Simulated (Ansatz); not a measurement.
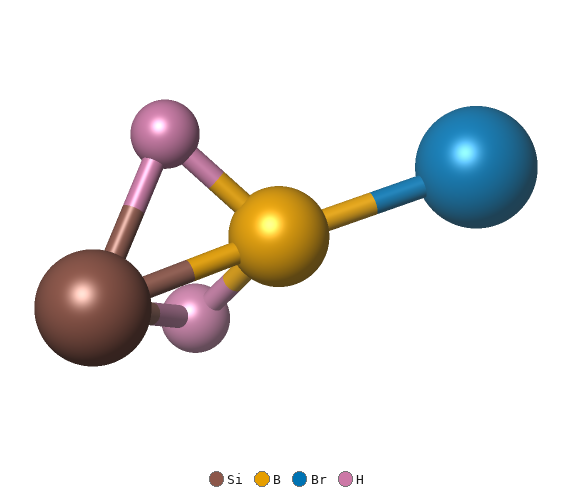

A ball-and-stick model of a molecule.

The geometry was computed by an optimisation with PBE0-D4/def2-TZVP. No frequency run is at hand to confirm it as a minimum.

Identify the structure.

The molecule is BBrH2Si. Coordination: 1 Si trigonal pyramidal; 1 B see-saw.

The parts below concern this one geometry. Atoms keep their numbers from picture to picture.

Dipole moment

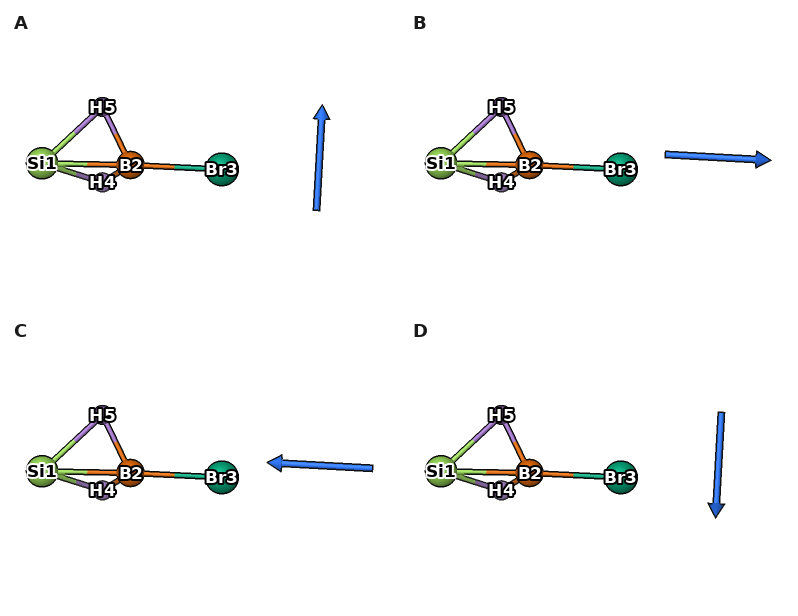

The same molecule four times, each with an arrow. No frequency run is at hand to confirm it as a minimum. Level of theory: RKS PBE0-D4/def2-TZVP (Ansatz 0.2.0).

Which arrow points along the dipole moment, from the negative to the positive end?

C. The dipole moment is 0.99 D; it points from the side of Br3 to the side of Si1 (the outermost atoms at the two ends).

Electronic properties

No frequency run is at hand to confirm it as a minimum. Properties computed with RKS PBE0-D4/def2-TZVPP (Ansatz 0.2.0).

Predict the main results.

- HOMO energy (Kohn–Sham orbital): −6.81 eV
- LUMO energy (Kohn–Sham orbital): −1.60 eV
- HOMO–LUMO gap: 5.21 eV

Charges

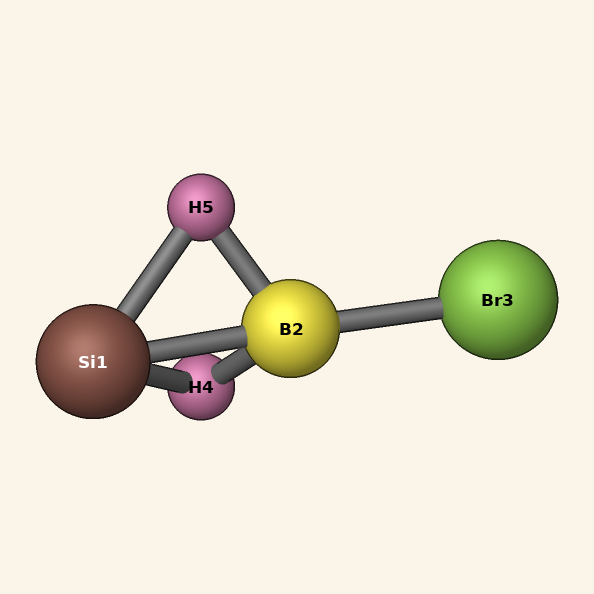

The questions are on Mulliken charges. No frequency run is at hand to confirm it as a minimum. Level of theory: RKS PBE0-D4/def2-TZVP (Ansatz 0.2.0).

Which atom carries the highest charge (most positive or least negative)?

H4, H5 (0.13 e).

And the lowest?

B2 (−0.13 e).

Give the Mulliken charges atom by atom.

```tsv
atom	value (e)
Si1	−0.08
B2	−0.13
Br3	−0.06
H4	0.13
H5	0.13
```

Mulliken values depend strongly on the basis set and can even reverse the polarity of a bond.
